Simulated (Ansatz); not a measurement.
**BH2OSe radical: two torsions**

A grid of calculations on BH2OSe, SMILES O[B][SeH], spin multiplicity 2, to see where the energy is lowest and how it rises around there.

Computed with Ansatz 0.2.0. Level: UHF/def2-TZVP.

**1. Starting geometry**

SMILES `O[B][SeH]`, 5 atoms, charge 0, spin multiplicity 2.

Atoms are counted from 1 here; the program's logs count them from 0.

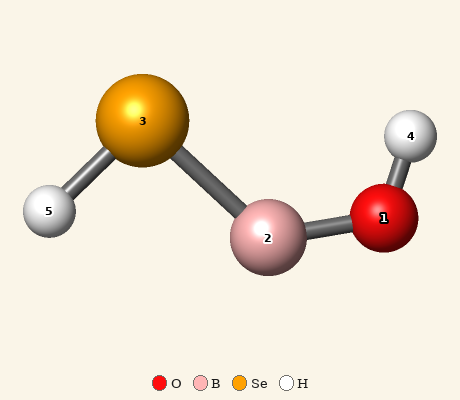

As it starts; oxygen red, boron pink, selenium orange, hydrogen white; atoms are numbered from 1 in the order of the file.

Geometry (Å):

```csv
atom,x (Å),y (Å),z (Å)
O1,-0.2902,-0.7873,1.3261
B2,-0.4402,0.1848,0.4146
Se3,0.5437,0.4226,-1.2655
H4,0.3891,-1.4719,1.1514
H5,-0.2024,1.6518,-1.6267
```

This geometry comes from a loose relaxation at PBE in a small basis, which is not shown.

**2. Geometry optimisation**

File input.yaml:

```yaml
crystal:
  periodic: [false, false, false]
  atoms:
    - { symbol: O, position_ang: [-0.290248, -0.787293, 1.32615] }
    - { symbol: B, position_ang: [-0.440186, 0.184786, 0.414576] }
    - { symbol: Se, position_ang: [0.543729, 0.422611, -1.265505] }
    - { symbol: H, position_ang: [0.389067, -1.471904, 1.151433] }
    - { symbol: H, position_ang: [-0.202363, 1.6518, -1.626664] }
magnetization:
  spin_polarized: true
  initial_magnetization: 1
basis:
  gaussian: { orbitals: def2-TZVP }
hamiltonian:
  xc: hf
output:
  forces: true
relax:
  f_tol: 0.003
  max_steps: 120
```

Run with:

```console
ansatz run input.yaml --threads 1 --pin off --max-ram 2560MiB --backend cpu --events-out ev --progress --plain --runs-dir out
```

What it wrote, shortened:

```text
Warning: RAYON_NUM_THREADS=1 ignored (pool sized by the plan → 1); use --threads N
[...]
Functional definition: HF
[...]
984 factors; their error is unknown
[...]
mean field -68045.05940922 eV, -2500.6098106911 hartree, gradient 1.5e-5 eV, S^2 0.757152; 0 other end points of the search recorded, 0 dependent functions left out
[...]
reference -68045.05940922 eV, -2500.6098106911 hartree; 25, 24 occupied and 97, 98 virtual orbitals, 984 factors
relax step   1: F+E_penalty+E_count = -68045.05940922 eV  Δ(F+E_penalty+E_count) = +0.000e0 eV  max|allowed force component| = 1.282e0 eV/Å  Δτ_max = 0.0000 Å  (47 SCF iters, accepted)
[...]
relax step   6: F+E_penalty+E_count = -68045.11653203 eV  Δ(F+E_penalty+E_count) = -1.276e-4 eV  max|allowed force component| = 8.756e-3 eV/Å  Δτ_max = 0.0063 Å  (38 SCF iters, accepted)
[...]
relax step   7: F+E_penalty+E_count = -68045.11653310 eV  Δ(F+E_penalty+E_count) = -1.070e-6 eV  max|allowed force component| = 1.940e-3 eV/Å  Δτ_max = 0.0002 Å  (38 SCF iters, accepted)
984 factors; their error is unknown
[...]
mean field -68045.11653310 eV, -2500.6119099548 hartree, gradient 1.3e-5 eV, S^2 0.757194; 1 other end points of the search recorded, 0 dependent functions left out
[...]
reference -68045.11653310 eV, -2500.6119099548 hartree; 25, 24 occupied and 97, 98 virtual orbitals, 984 factors
Total energy: -68045.11653310 eV, -2500.6119099548 hartree
Atom 0 at    -0.272133    -0.798548     1.314013 Å, force     0.000732    -0.001940     0.001280 eV/Å
Atom 1 at    -0.461159     0.183891     0.444741 Å, force    -0.001617     0.001736     0.000223 eV/Å
Atom 2 at     0.524047     0.428851    -1.244807 Å, force     0.001068     0.000047    -0.001575 eV/Å
Atom 3 at     0.386525    -1.449767     1.129320 Å, force    -0.000171     0.000140     0.000054 eV/Å
Atom 4 at    -0.177282     1.635574    -1.643278 Å, force    -0.000012     0.000018     0.000017 eV/Å
Dipole moment:     0.151123    -0.151376    -0.040104 e Å
```

Run time: 23 s. Hardware: 1 thread of Arm Neoverse V2, shared host; peak memory 0.26 GiB.

Relaxation path:

```csv
step,energy from step 1 (eV),largest force component (eV/Å)
1,0.0000,1.2823
2,-0.0531,0.3753
3,-0.0561,0.0925
4,-0.0569,0.0494
5,-0.0570,0.0375
6,-0.0571,0.0088
7,-0.0571,0.0019
```

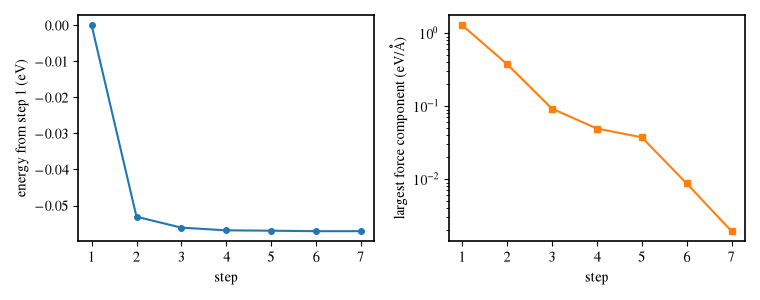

Energy and force, step by step.

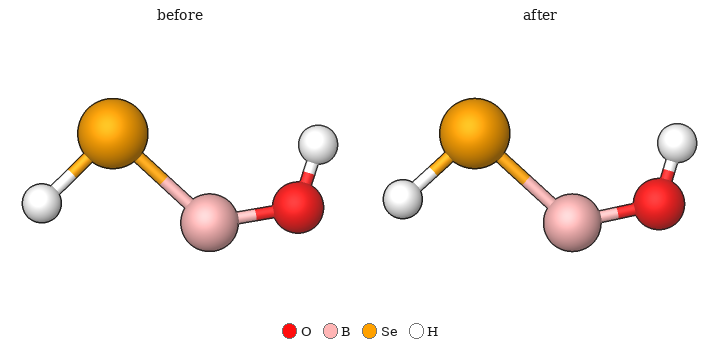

The geometry before (left) and after (right).

Close pairs (by a distance rule), those that changed most:

```csv
bond,before (Å),after (Å),change (Å)
O1–H4,0.980,0.944,-0.036
Se3–H5,1.483,1.451,-0.031
O1–B2,1.341,1.325,-0.016
B2–Se3,1.961,1.971,+0.010
```

**3. The grid**

The axes are (1) dihedral O1–B2–Se3–H5: 18 values from −180 to 160 °, periodic; (2) dihedral H4–O1–B2–Se3: 18 values from −180 to 160 °, periodic.

Nothing else is relaxed (all other coordinates rigid). Energies count from the relaxed molecule at the same level. Points are written as (first, second).

Below, 1 of the grid's runs; all are launched alike.

**4. Point (−180°, −180°)**

File input.yaml:

```yaml
crystal:
  periodic: [false, false, false]
  atoms:
    - { symbol: O, position_ang: [-0.272133, -0.798548, 1.314013] }
    - { symbol: B, position_ang: [-0.461159, 0.183891, 0.444741] }
    - { symbol: Se, position_ang: [-1.774194, 1.64266, 0.626785] }
    - { symbol: H, position_ang: [0.386525, -1.449767, 1.12932] }
    - { symbol: H, position_ang: [-1.431116, 2.297815, -0.622171] }
magnetization:
  spin_polarized: true
  initial_magnetization: 1
basis:
  gaussian: { orbitals: def2-TZVP }
hamiltonian:
  xc: hf
output:
  forces: true
```

Run with:

```console
ansatz run input.yaml --threads 1 --pin off --max-ram 2560MiB --backend cpu --events-out ev --progress --plain --runs-dir out
```

What it wrote, shortened:

```text
Warning: RAYON_NUM_THREADS=1 ignored (pool sized by the plan → 1); use --threads N
[...]
[... 1 set-up line as earlier in the session ...]
[...]
984 factors; their error is unknown
[...]
mean field -68045.16406729 eV, -2500.6136568041 hartree, gradient 2.0e-5 eV, S^2 0.757213; 0 other end points of the search recorded, 0 dependent functions left out
[...]
reference -68045.16406729 eV, -2500.6136568041 hartree; 25, 24 occupied and 97, 98 virtual orbitals, 984 factors
Total energy: -68045.16406729 eV, -2500.6136568041 hartree
Atom 0 at    -0.272133    -0.798548     1.314013 Å, force    -0.224252     0.029803     0.285370 eV/Å
Atom 1 at    -0.461159     0.183891     0.444741 Å, force     0.216747     0.024367    -0.337462 eV/Å
Atom 2 at    -1.774194     1.642660     0.626785 Å, force     0.040837    -0.235902     0.215222 eV/Å
Atom 3 at     0.386525    -1.449767     1.129320 Å, force    -0.089947     0.224136    -0.131521 eV/Å
Atom 4 at    -1.431116     2.297815    -0.622171 Å, force     0.056615    -0.042404    -0.031609 eV/Å
Dipole moment:     0.314886    -0.260413    -0.147324 e Å
```

Run time: 3.3 s. Hardware: 1 thread of Arm Neoverse V2, shared host; peak memory 0.25 GiB.

Energy on the map's scale: −4.6 kJ/mol.

**5. Energy over the grid**

164 points were computed, 160 more follow by symmetry. Energies in kJ/mol, from the relaxed molecule at the same level; the table lists every other line.

```tsv
dihedral H4–O1–B2–Se3 (°) ↓, dihedral O1–B2–Se3–H5 (°) →	−180	−140	−100	−60	−20	20	60	100	140
140	8	24	49	40	15	15	38	47	22
100	27	46	76	64	37	36	63	74	45
60	20	36	62	52	29	30	54	62	37
20	3	14	34	29	11	11	29	35	16
−20	3	16	35	29	11	11	29	34	14
−60	20	37	62	54	30	29	52	62	36
−100	27	45	74	63	36	37	64	76	46
−140	8	22	47	38	15	15	40	49	24
−180	−5	9	31	23	1	1	23	31	9
```

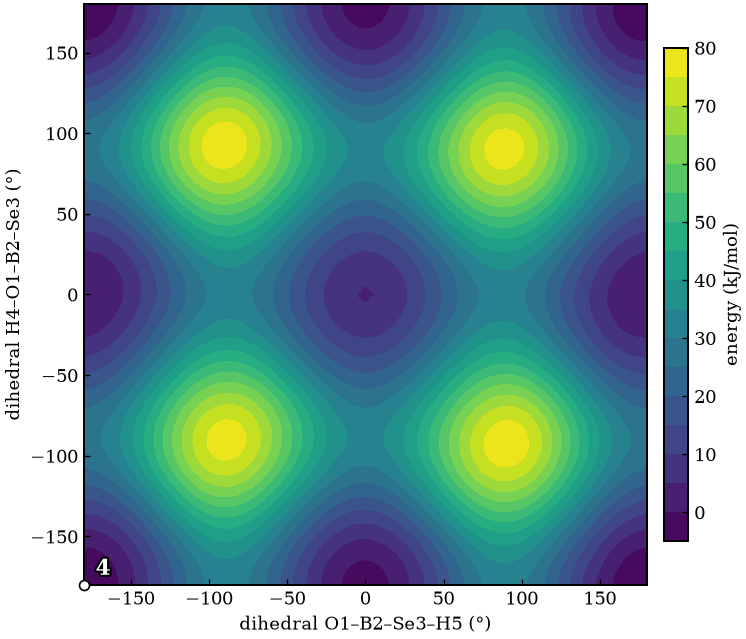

The map; numbers mark the steps of this session that print a point's run. Drawn: filled contours. Between grid points the surface is interpolated.

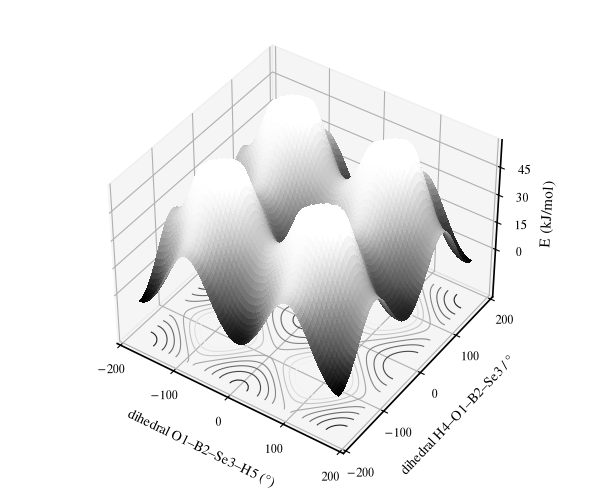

The same map in relief. The picture shows a relief with its contours projected below, any walls above the top of the colour scale cut off.

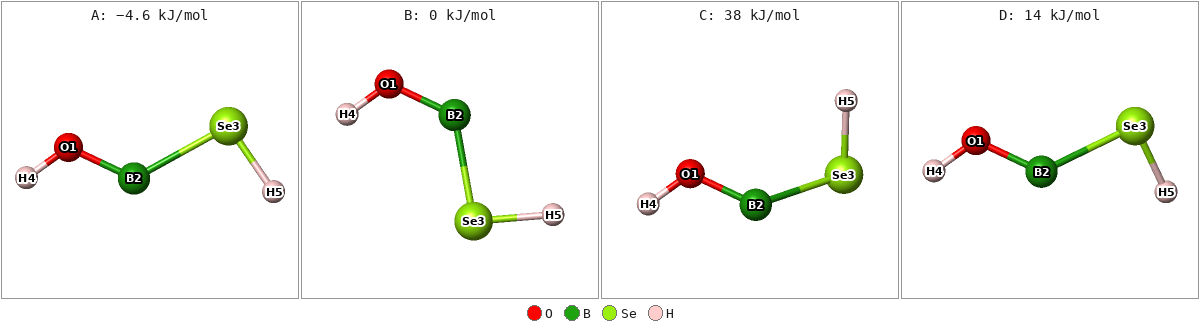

Structures on the grid, at one scale: A at (−180°, −180°); B at (−180°, 0°); C at (60°, 140°); D at (−140°, 160°).

On the same grid, dipole moment (D):

| dihedral H4–O1–B2–Se3 (°) ↓, dihedral O1–B2–Se3–H5 (°) → | −180 | −140 | −100 | −60 | −20 | 20 | 60 | 100 | 140 |
| --- | --- | --- | --- | --- | --- | --- | --- | --- | --- |
| 140 | 1.95 | 2.17 | 2.43 | 2.49 | 2.25 | 2.03 | 1.94 | 1.92 | 1.87 |
| 100 | 1.73 | 2.02 | 2.47 | 2.68 | 2.41 | 2.05 | 1.76 | 1.66 | 1.62 |
| 60 | 1.49 | 1.83 | 2.36 | 2.60 | 2.42 | 2.16 | 1.83 | 1.52 | 1.36 |
| 20 | 1.12 | 1.40 | 1.88 | 2.23 | 2.22 | 2.14 | 1.93 | 1.48 | 1.12 |
| −20 | 1.12 | 1.12 | 1.48 | 1.93 | 2.14 | 2.22 | 2.23 | 1.88 | 1.40 |
| −60 | 1.49 | 1.36 | 1.52 | 1.83 | 2.16 | 2.42 | 2.60 | 2.36 | 1.83 |
| −100 | 1.73 | 1.62 | 1.66 | 1.76 | 2.05 | 2.41 | 2.68 | 2.47 | 2.02 |
| −140 | 1.95 | 1.87 | 1.92 | 1.94 | 2.03 | 2.25 | 2.49 | 2.43 | 2.17 |
| −180 | 2.09 | 2.14 | 2.26 | 2.25 | 2.14 | 2.14 | 2.25 | 2.26 | 2.14 |

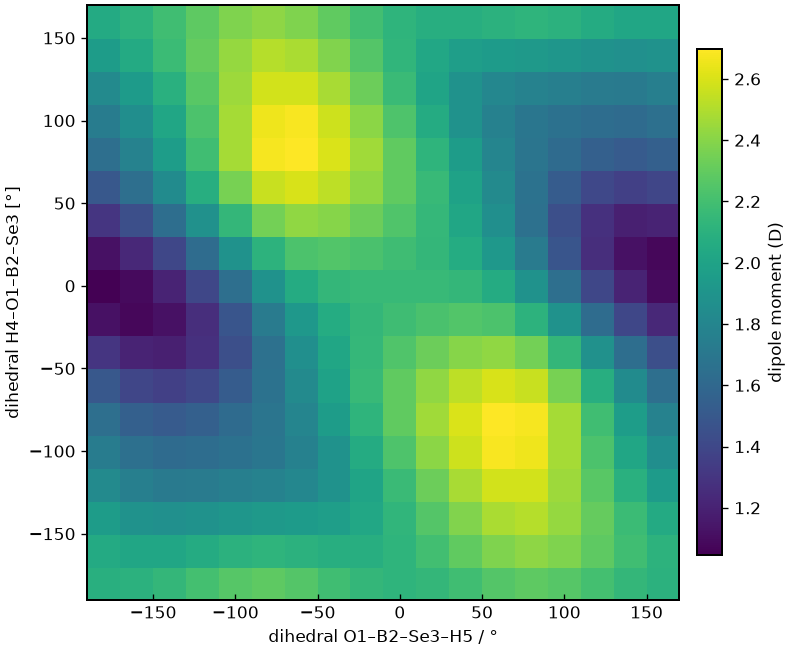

The dipole moment over the grid. Drawn: one coloured cell a grid point.

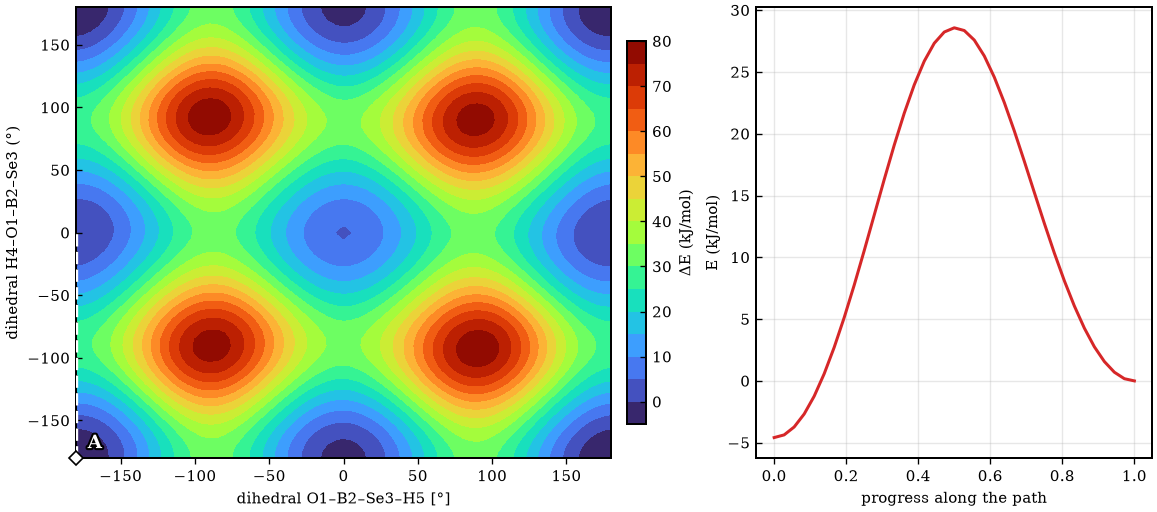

The easiest path on the interpolated surface, from A. The picture shows filled contours, a line along the lowest path, the energy along the path at the right.

**6. Summary of results**

| quantity | value |
| --- | --- |
| lowest point | (−180°, −180°), −4.6 kJ/mol |
| highest computed point | (−80°, 100°), 81 kJ/mol above the lowest |
| dipole moment (D) | 1.05 at (−180°, 0°) to 2.70 at (−60°, 80°); 2.09 at the lowest point |
| time for the whole task | 9.5 min on 1 thread, shared host |

The lowest computed point is at (−180°, −180°), −4.6 kJ/mol from the relaxed molecule at the same level. Higher local minima lie near (0°, −180°) (2.4 kJ/mol above the lowest at that grid point); (−180°, 0°) (4.6 kJ/mol above the lowest at that grid point); (0°, 0°) (9 kJ/mol above the lowest at that grid point). The highest computed point, (−80°, 100°), lies 81 kJ/mol above the lowest. On the interpolated surface the easiest way out of the lowest well to the well at (−180°, 0°) passes a barrier of about 33 kJ/mol. Round the minimum the two coordinates are nearly uncoupled.
